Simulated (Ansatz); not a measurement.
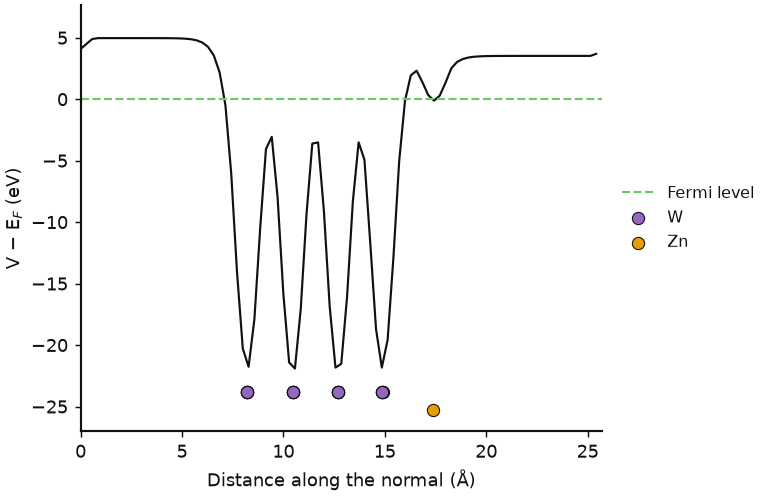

Plane-averaged electrostatic potential energy of an electron across the slab; circles at the bottom mark the heights of the atoms (positions after relaxation). System: a (110) slab cut from W (Im-3m), of composition ZnW16 (not the bulk's), ended by W planes, 17 atoms in the cell. Level of theory: DFT PBE+D3(BJ), scalar-relativistic, plane waves, PAW, no spin polarisation, 6×6×1 k mesh, 420 eV cutoff, Gaussian smearing of 0.1 eV; code Ansatz.

The work function is 3.52 eV at the right face and 4.97 eV at the left. The vacuum level is 1.45 eV higher at the left than at the right, so the slab carries a dipole along its normal; the ramp in the vacuum, at or near the edge of the plot, is the dipole correction that keeps each side flat. Some atoms were held fixed in the relaxation, which can itself make the faces differ. The outermost atoms are 9.2 Å apart, which leaves 16.5 Å of vacuum in a cell 25.7 Å high.

Spin-orbit coupling is left out, which matters for W.
